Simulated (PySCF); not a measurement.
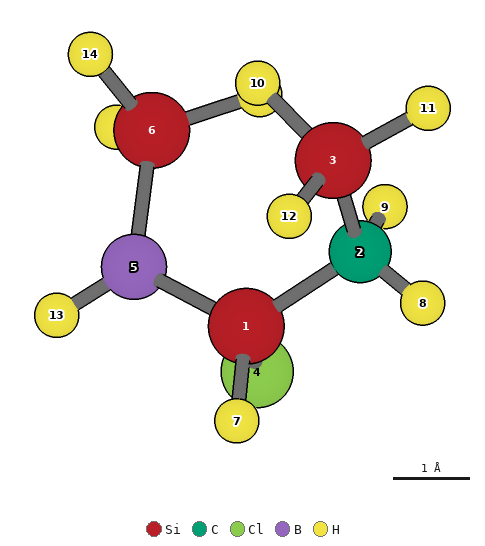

**Figure 1.** The structure (ball-and-stick view, seen at a tilt; atoms are numbered from 1 in the order of the input).

CH10BClSi3: excited-state calculation

System: CH10BClSi3.
Method: TDDFT CAM-B3LYP/def2-SVPD, vertical, gas phase, core orbitals frozen in the response (PySCF 2.14.0).

The geometry comes from this level: PBE0-D3(BJ)/def2-SVP.

Output:
```
coarse grid: 14872 points
cycle   1  E = -1396.9703137743  dE =  5.792e-02  |g| = 3.325e-01  |ddm| = 4.530e+00
cycle   2  E = -1396.9887142138  dE = -1.840e-02  |g| = 2.516e-01  |ddm| = 1.076e+00
cycle   3  E = -1397.0061242125  dE = -1.741e-02  |g| = 4.032e-02  |ddm| = 4.231e-01
cycle   4  E = -1397.0066453654  dE = -5.212e-04  |g| = 1.303e-02  |ddm| = 1.262e-01
cycle   5  E = -1397.0067062655  dE = -6.090e-05  |g| = 2.494e-03  |ddm| = 3.733e-02
cycle   6  E = -1397.0067085440  dE = -2.278e-06  |g| = 6.226e-04  |ddm| = 8.747e-03
final grid: 123664 points
cycle   7  E = -1397.1776384934  dE = -1.224e-05  |g| = 1.831e-03  |ddm| = 3.777e-02
cycle   8  E = -1397.1776386317  dE = -1.383e-07  |g| = 1.746e-03  |ddm| = 5.814e-03
cycle   9  E = -1397.1776394462  dE = -8.145e-07  |g| = 1.341e-04  |ddm| = 2.345e-03
cycle  10  E = -1397.1776394525  dE = -6.294e-09  |g| = 5.579e-05  |ddm| = 4.181e-04
cycle  11  E = -1397.1776394536  dE = -1.119e-09  |g| = 1.127e-05  |ddm| = 1.440e-04
cycle  12  E = -1397.1776394537  dE = -6.366e-11  |g| = 3.524e-06  |ddm| = 3.779e-05
```

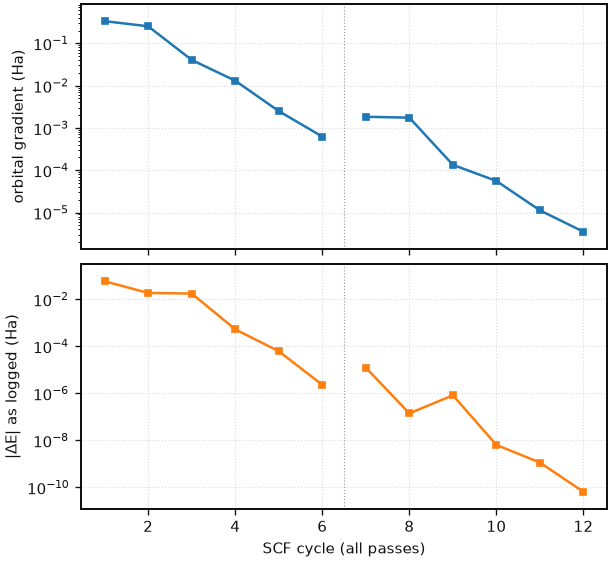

**Figure 2.** Convergence of the self-consistent field: orbital gradient and size of the energy change against the SCF cycle. The dotted line marks the change from a coarse to the final integration grid. The first 6 cycles use a coarse grid, the final grid takes over at cycle 7, and the field converges after 12 cycles in all.

```
converged SCF energy = -1397.1776394537

Static polarisability (au): isotropic 124.921, principal 107.124 129.600 138.039

Singlet excitations
state   eV       nm        f      main configurations
  1   4.7187    262.8   0.00744   H->L 0.90
  2   5.5439    223.6   0.02818   H-1->L 0.84
  3   6.3211    196.1   0.05172   H->L+1 0.76
  4   6.4995    190.8   0.01483   H-2->L 0.87
  5   6.8680    180.5   0.07399   H-3->L 0.67
  6   7.2568    170.9   0.00843   H-1->L+1 0.57, H->L+2 0.10, H-4->L 0.09

Triplet excitations (Tamm-Dancoff, eV): 3.9834 4.7716
Vertical ionisation energy (delta-SCF) = 9.6700 eV
Vertical electron affinity (delta-SCF) = 0.1250 eV
```

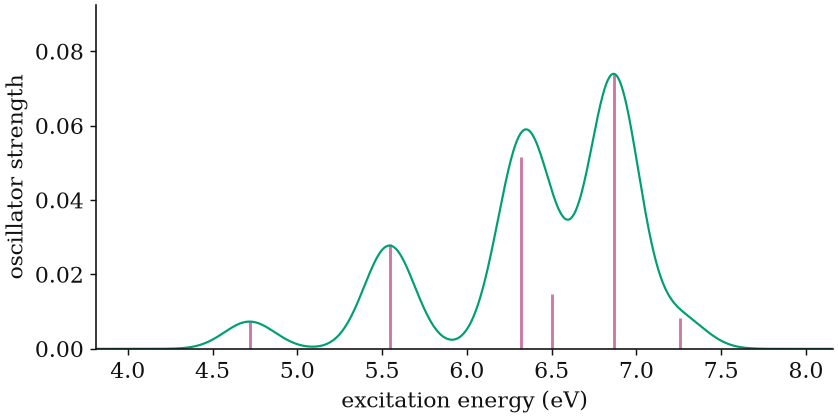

**Figure 3.** Computed excitations as sticks (degenerate states added up, dark ones marked on the axis), with a Gaussian envelope of 0.35 eV full width at half maximum, scaled to the tallest. Of the 6 states the lowest lies at 4.72 eV (f = 0.007); the strongest line is at 6.87 eV, or 181 nm (f = 0.074).

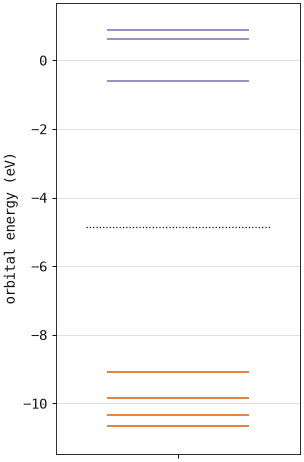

**Figure 4.** Orbital energies near the frontier; the dotted line parts filled from empty levels, and levels within 0.02 eV of each other stand side by side. Highest filled −9.09 eV, lowest empty −0.61 eV, 8.48 eV apart.

This output came from the following input.

The input:
```
{"job": {"kind": "uv", "xc": "CAM-B3LYP", "basis": "def2-SVPD", "nstates": 6, "ntriplets": 2, "ip": true}, "charge": 0, "multiplicity": 1}
Si    -1.330424     0.243561    -1.551395
C     -1.409830     1.483749    -0.163893
Si     0.273045     2.248155     0.224676
Cl    -2.912576    -1.223317    -1.348623
B     -0.551270    -1.536594    -1.328007
Si    -0.158009    -2.220286     0.519504
H     -1.508743     0.902943    -2.875883
H     -2.135646     2.278157    -0.402621
H     -1.757523     0.960636     0.742659
H      1.201105     1.183202     0.710745
H      0.141316     3.307795     1.268224
H      0.858580     2.857337    -1.009919
H     -0.358223    -2.207831    -2.312021
H      1.330417    -2.216052     0.715317
H     -0.646242    -3.615079     0.755949
H     -0.741983    -1.348145     1.590913
```

The first line tells a small driver script what to run in PySCF; the rest is the geometry in Å.

Launch command:
```bash
OMP_NUM_THREADS=1 python <driver script> task.json out
```

Results in brief:

| quantity | value |
| --- | --- |
| outcome | converged |
| total energy | −1397.177639 hartree |
| HOMO | −9.09 eV |
| LUMO | −0.61 eV |
| dipole moment | 2.34 D |
| mean polarisability | 124.92 a.u. |
| vertical ionisation energy | 9.67 eV |
| vertical electron affinity | 0.12 eV |
| lowest singlet excitation | 4.72 eV |
| hardware | 1 CPU thread, shared host |
| wall time | 4.1 min |
| peak memory | 1.2 GiB |
